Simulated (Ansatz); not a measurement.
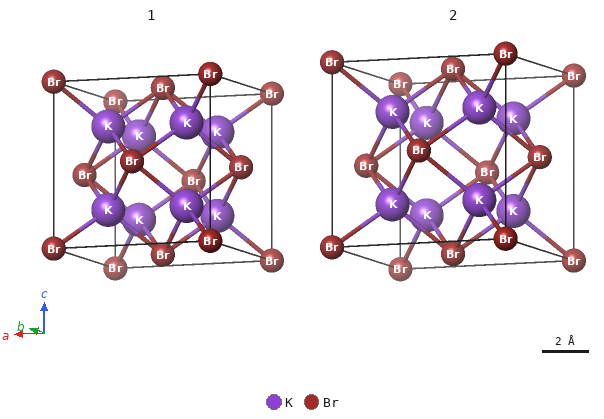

Two geometries of a crystal of K₂Br (built on the fluorite_225 type) (coarse preliminary run), drawn at one scale. One is the start of a relaxation, the other its converged end. The picture is a ball-and-stick view of the conventional cell (4 times the calculation's cell), seen from a free direction. Lengths and directions refer to the drawn axes.

All numbers below come from Ansatz, DFT r2SCAN, scalar-relativistic, plane waves, PAW. Settings: plane-wave cutoff 500 eV; k-point mesh 4 × 4 × 4; occupations gaussian; smearing width 0.1 eV; no spin polarisation; cell and atoms relaxed; force threshold 0.04 eV/Å; at most 70 steps.

> Which one is relaxed?

Structure 2 is the relaxed one. Case: anti-fluorite type (Fm-3m, No. 225). No atom moves by more than 0.005 Å relative to the cell. The drawn cell changes as follows: a = b = c 7.387 → 8.188 Å (+10.8 %); the volume changes by +36.2 %. Near-neighbour distances that change, for instance: Br–K 3.199 → 3.546 Å. The space group stays Fm-3m (No. 225). The energy falls by 0.363 eV per cell of the calculation in 3 accepted moves (4 points after the start). All forces vanish by symmetry, so only the cell relaxes. The pressure goes from 4.33 to −0.03 GPa. At 1 point the geometry stayed and the basis and grid were re-selected for the new cell (energy shift of 3.6 meV per cell of the calculation at most each time). Cost: 12 s on 1 thread of Intel(R) Xeon(R) 6975P-C (Granite Rapids), with other jobs on the host, peak memory 0.75 GiB.
